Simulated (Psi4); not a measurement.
# SiCl4 (silicon tetrachloride) at CCSD/cc-pVDZ

Aim: the vertical ionisation energy of SiCl4 (silicon tetrachloride) at CCSD/cc-pVDZ, from 2 runs. Input form: a Python script.

The calculation is run with Psi4 1.11.

2 further runs of the same task are left out: 1 that didn't finish, 1 set aside as unsound or not needed.

**1. The structure to begin with**

SiCl4: 5 atoms, total charge 0, spin state singlet. SMILES: `Cl[Si](Cl)(Cl)Cl`. The shape is that of a PBE0-D4/def2-TZVP optimisation.

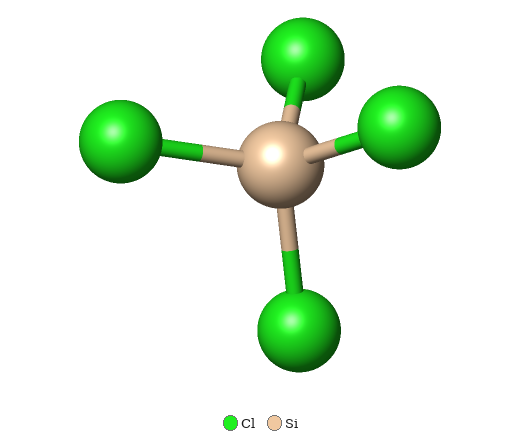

Viewed from a chosen angle; chlorine green, silicon light orange.

**2. The energy at CCSD/cc-pVDZ**

The input, job.py:

```python
import psi4

psi4.set_memory('1600 MB')
psi4.set_num_threads(1)
psi4.core.set_output_file('psi4.out', False)

molecule = psi4.geometry("""
Cl
Si 1 2.021457
Cl 2 2.021513 1 109.46857
Cl 2 2.021503 1 109.4693 3 119.99588
Cl 2 2.021491 1 109.47423 3 -120.00161
units angstrom
symmetry c1
no_reorient
no_com
""")

options = {'basis': 'cc-pVDZ', 'puream': True, 'e_convergence': 1e-09, 'd_convergence': 1e-08, 'scf_type': 'pk', 'num_frozen_docc': 25}
psi4.set_options(options)

e = psi4.energy('ccsd', molecule=molecule)
print(f'ccsd energy: {e:.10f} Eh')
for k, v in sorted(psi4.core.scalar_variables().items()):
    print(f'{k:45s} {v:18.10f}')
```

Launch:

```bash
$ python job.py
```

psi4.out:

```text
[...]
  Running in c1 symmetry.
[...]
  Nuclear repulsion =  527.177978422355636
[...]
  Multiplicity = 1
[...]
  Nalpha       = 41
  Nbeta        = 41
[...]
    Number of basis functions: 90
[...]
   @RHF iter   1: -2127.09963853820909    1.44458e-01   3.07331e-03 DIIS/ADIIS
[...]
   @RHF iter   9: -2127.14961499156743   -4.54747e-12   3.08124e-09 DIIS
[...]
    Orbital Energies [Eh]
    ---------------------
    Doubly Occupied:
       1A   -104.859471     2A   -104.859467     3A   -104.859462
       4A   -104.859460     5A    -68.962033     6A    -10.588997
       7A    -10.588991     8A    -10.588985     9A    -10.588982
      10A     -8.056108    11A     -8.056105    12A     -8.056099
      13A     -8.056096    14A     -8.053259    15A     -8.053259
      16A     -8.053256    17A     -8.053256    18A     -8.053251
      19A     -8.053250    20A     -8.053248    21A     -8.053248
      22A     -6.296606    23A     -4.403576    24A     -4.403576
      25A     -4.403575    26A     -1.183281    27A     -1.124080
      28A     -1.124072    29A     -1.124067    30A     -0.728236
      31A     -0.603375    32A     -0.603370    33A     -0.603368
      34A     -0.526392    35A     -0.526390    36A     -0.504894
[...]
  @RHF Final Energy: -2127.14961499156743
   => Energetics <=
    Nuclear Repulsion Energy =            527.1779784223556362
    One-Electron Energy =               -3992.6583425193771291
    Two-Electron Energy =                1338.3307491054536058
    Total Energy =                      -2127.1496149915674323
[...]
 Multipole Moments:
 ------------------------------------------------------------------------------------
     Multipole            Electronic (a.u.)      Nuclear  (a.u.)        Total (a.u.)
 ------------------------------------------------------------------------------------
 L = 1.  Multiply by 2.5417464519 to convert [e a0] to [Debye]
 Dipole X            :         -0.0000835           -0.0000244           -0.0001079
 Dipole Y            :          0.0000782            0.0000196            0.0000979
 Dipole Z            :         -0.0000663            0.0000010           -0.0000653
 Magnitude           :                                                    0.0001597
[...]
      * MP2 total energy                      = -2127.771512131701911
[...]
      * CCSD total energy                     = -2127.815932733942191
```

The script printed:

```text
ccsd energy: -2127.8159327339 Eh
CC D1 DIAGNOSTIC                                    0.0222909757
CC D2 DIAGNOSTIC                                    0.1319238262
CC NEW D1 DIAGNOSTIC                                0.0222909757
CC T1 DIAGNOSTIC                                    0.0084097599
CCSD CORRELATION ENERGY                            -0.6663177424
CCSD DOUBLES ENERGY                                -0.6663177424
CCSD ITERATIONS                                    15.0000000000
CCSD OPPOSITE-SPIN CORRELATION ENERGY              -0.5023505134
CCSD SAME-SPIN CORRELATION ENERGY                  -0.1639672289
CCSD SINGLES ENERGY                                 0.0000000000
CCSD TOTAL ENERGY                               -2127.8159327339
CURRENT CORRELATION ENERGY                         -0.6663177424
CURRENT ENERGY                                  -2127.8159327339
CURRENT REFERENCE ENERGY                        -2127.1496149916
DD SOLVATION ENERGY                                 0.0000000000
HF KINETIC ENERGY                                2127.5238359902
HF POTENTIAL ENERGY                             -4254.6734509817
HF TOTAL ENERGY                                 -2127.1496149916
HF VIRIAL RATIO                                     1.9998241049
MP2 CORRELATION ENERGY                             -0.6218971401
MP2 DOUBLES ENERGY                                 -0.6218971401
MP2 OPPOSITE-SPIN CORRELATION ENERGY               -0.4485770487
MP2 SAME-SPIN CORRELATION ENERGY                   -0.1733200915
MP2 SINGLES ENERGY                                 -0.0000000000
MP2 TOTAL ENERGY                                -2127.7715121317
NUCLEAR REPULSION ENERGY                          527.1779784224
ONE-ELECTRON ENERGY                             -3992.6583425194
PCM POLARIZATION ENERGY                             0.0000000000
PE ENERGY                                           0.0000000000
SCF ITERATION ENERGY                            -2127.1496149916
SCF ITERATIONS                                      9.0000000000
SCF TOTAL ENERGY                                -2127.1496149916
TWO-ELECTRON ENERGY                              1338.3307491055
```

Run time: 75 s. Hardware: 1 thread of AMD EPYC 7R43 (Zen 3), shared host; peak memory 0.57 GiB.

**3. The doublet cation at the same level**

The input, run.py:

```python
import psi4

psi4.set_memory('1600 MB')
psi4.set_num_threads(1)
psi4.set_output_file('cl4si.out', False)

geom = psi4.geometry("""
1 2
Cl    -0.962600    -0.087600     1.762300
Si     0.010000    -0.014700    -0.008300
Cl     1.655400    -1.185900     0.078100
Cl    -1.212100    -0.676900    -1.476100
Cl     0.559300     1.891400    -0.397500
units angstrom
symmetry c1
""")

psi4.set_options({
    'reference': 'uhf',
    'puream': True,
    'e_convergence': 1e-09,
    'd_convergence': 1e-08,
    'scf_type': 'pk',
    'num_frozen_docc': 25,
    'maxiter': 200,
})

energy_value = psi4.energy("ccsd/cc-pVDZ", molecule=geom)
print('E =', round(energy_value, 9))
for k, v in sorted(psi4.core.scalar_variables().items()):
    print(f'{k:45s} {v:18.10f}')
```

Launch:

```bash
$ python run.py
```

cl4si.out:

```text
[...]
  Running in c1 symmetry.
[...]
  Nuclear repulsion =  527.177977359409056
[...]
  Multiplicity = 2
[...]
  Nalpha       = 41
  Nbeta        = 40
[...]
    Number of basis functions: 90
[...]
   @UHF iter   1: -2126.62693097739202    6.17166e-01   3.52678e-03 ADIIS/DIIS
[...]
   @UHF iter  31: -2126.70241134017124    1.13687e-11   9.22292e-09 DIIS
[...]
   @S^2 Observed:                7.844798133E-01
[...]
    Orbital Energies [Eh]
    ---------------------
    Alpha Occupied:
       1A   -105.117995     2A   -105.117981     3A   -105.117974
       4A   -105.033752     5A    -69.167469     6A    -10.844746
       7A    -10.844731     8A    -10.844722     9A    -10.762087
      10A     -8.318056    11A     -8.318041    12A     -8.318033
      13A     -8.309309    14A     -8.309295    15A     -8.309287
      16A     -8.306556    17A     -8.306542    18A     -8.306534
      19A     -8.229065    20A     -8.226049    21A     -8.226049
      22A     -6.502467    23A     -4.609490    24A     -4.609489
      25A     -4.609051    26A     -1.421329    27A     -1.376384
      28A     -1.376368    29A     -1.303486    30A     -0.945555
      31A     -0.833768    32A     -0.833767    33A     -0.802898
      34A     -0.770579    35A     -0.770574    36A     -0.741893
[...]
  @UHF Final Energy: -2126.70241134017124
   => Energetics <=
    Nuclear Repulsion Energy =            527.1779773594090557
    One-Electron Energy =               -3974.3873251069890102
    Two-Electron Energy =                1320.5069364074086025
    Total Energy =                      -2126.7024113401712384
  UHF NO Occupations:
  HONO-2 :   39  A 1.9923300
  HONO-1 :   40  A 1.9923284
[...]
 Multipole Moments:
 ------------------------------------------------------------------------------------
     Multipole            Electronic (a.u.)      Nuclear  (a.u.)        Total (a.u.)
 ------------------------------------------------------------------------------------
 L = 1.  Multiply by 2.5417464519 to convert [e a0] to [Debye]
 Dipole X            :         -0.2239860            0.0000000           -0.2239860
 Dipole Y            :         -0.7767232            0.0000314           -0.7766918
 Dipole Z            :          0.1587291           -0.0000000            0.1587291
 Magnitude           :                                                    0.8237808
[...]
      * MP2 total energy                      = -2127.335805749197334
[...]
      * CCSD total energy                     = -2127.378785307256294
```

Standard output:

```text
E = -2127.378785307
CC D1 DIAGNOSTIC                                    0.0000000000
CC D2 DIAGNOSTIC                                    0.0000000000
CC NEW D1 DIAGNOSTIC                                0.0000000000
CC T1 DIAGNOSTIC                                    0.0174322580
CCSD CORRELATION ENERGY                            -0.6763739671
CCSD DOUBLES ENERGY                                -0.6763739671
CCSD ITERATIONS                                    26.0000000000
CCSD OPPOSITE-SPIN CORRELATION ENERGY              -0.5080637062
CCSD SAME-SPIN CORRELATION ENERGY                  -0.1683102609
CCSD SINGLES ENERGY                                 0.0000000000
CCSD TOTAL ENERGY                               -2127.3787853073
CURRENT CORRELATION ENERGY                         -0.6763739671
CURRENT ENERGY                                  -2127.3787853073
CURRENT REFERENCE ENERGY                        -2126.7024113402
DD SOLVATION ENERGY                                 0.0000000000
HF KINETIC ENERGY                                2127.0022710478
HF POTENTIAL ENERGY                             -4253.7046823880
HF TOTAL ENERGY                                 -2126.7024113402
HF VIRIAL RATIO                                     1.9998590224
MP2 CORRELATION ENERGY                             -0.6333944090
MP2 DOUBLES ENERGY                                 -0.6333944090
MP2 OPPOSITE-SPIN CORRELATION ENERGY               -0.4543431598
MP2 SAME-SPIN CORRELATION ENERGY                   -0.1790512492
MP2 SINGLES ENERGY                                 -0.0000000000
MP2 TOTAL ENERGY                                -2127.3358057492
NUCLEAR REPULSION ENERGY                          527.1779773594
ONE-ELECTRON ENERGY                             -3974.3873251070
PCM POLARIZATION ENERGY                             0.0000000000
PE ENERGY                                           0.0000000000
SCF ITERATION ENERGY                            -2126.7024113402
SCF ITERATIONS                                     31.0000000000
SCF TOTAL ENERGY                                -2126.7024113402
TWO-ELECTRON ENERGY                              1320.5069364074
```

Run time: 1.9 min. Hardware: 1 thread of AMD EPYC 7R43 (Zen 3), shared host; peak memory 0.58 GiB.

**4. Summary of results**

Level: CCSD/cc-pVDZ, 25 core orbitals frozen.

| quantity | value |
| --- | --- |
| singlet SiCl4: total energy | -2127.81593 Eh |
| singlet SiCl4: HOMO energy (Hartree–Fock orbitals) | -12.91 eV |
| singlet SiCl4: LUMO energy (Hartree–Fock orbitals) | 3.58 eV |
| singlet SiCl4: HOMO–LUMO gap (Hartree–Fock orbitals) | 16.49 eV |
| singlet SiCl4: correlation energy (25 core orbitals frozen) | -666.3 mEh |
| singlet SiCl4: T1 diagnostic | 0.008 |
| doublet cation: total energy | -2127.37879 Eh |
| doublet cation: HOMO energy (Hartree–Fock orbitals) (highest over α and β) | -17.26 eV |
| doublet cation: LUMO energy (Hartree–Fock orbitals) (lowest over α and β) | -11.42 eV |
| doublet cation: correlation energy (25 core orbitals frozen) | -676.4 mEh |
| doublet cation: ⟨S²⟩ of the reference determinant | 0.784 |
| doublet cation: T1 diagnostic | 0.017 |
| vertical ionisation energy (to the doublet cation) | 11.895 eV |

The vertical ionisation energy comes to 11.90 eV (1148 kJ/mol).
